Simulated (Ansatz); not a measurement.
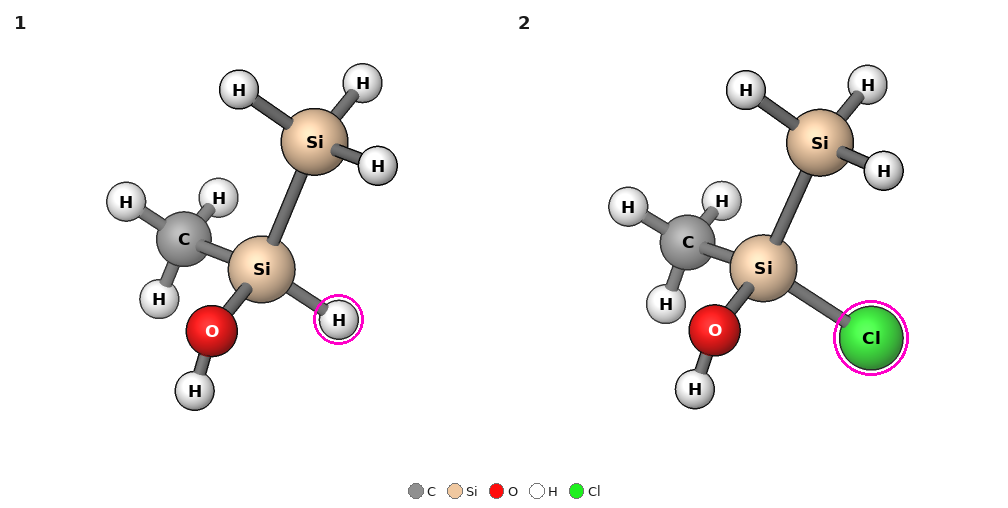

2 molecules with one skeleton, seen from the same side and at one scale; the atom that differs is circled. Charge 0, singlet. Computed geometries: PBE0-D4/def2-TZVP optimisations, one conformation each. Properties computed with Ansatz 0.2.0.

One atom differs, called X below: H in panel 1, Cl in panel 2. Their formulas are CH8OSi2 (`C[Si@H](O)[SiH3]`), CH7ClOSi2 (`C[Si@](O)([SiH3])Cl`).

### In which is the length of X–Si larger (PBE0-D4/def2-TZVP)?

In panel 2 (X = Cl).

Give the values. With PBE0-D4/def2-TZVP: length of X–Si (Å), angle Si–Si–X (°). With PBE0-D4/def2-TZVPP: HOMO energy (Kohn–Sham orbital) (eV), HOMO–LUMO gap (eV).

```tsv
quantity	1 (H)	2 (Cl)	2 − 1
length of X–Si (Å)	1.496	2.077	+0.581
angle Si–Si–X (°)	109.6	107.8	−1.8
HOMO energy (Kohn–Sham orbital) (eV)	−7.84	−7.92	−0.08
HOMO–LUMO gap (eV)	7.80	7.97	+0.17
```
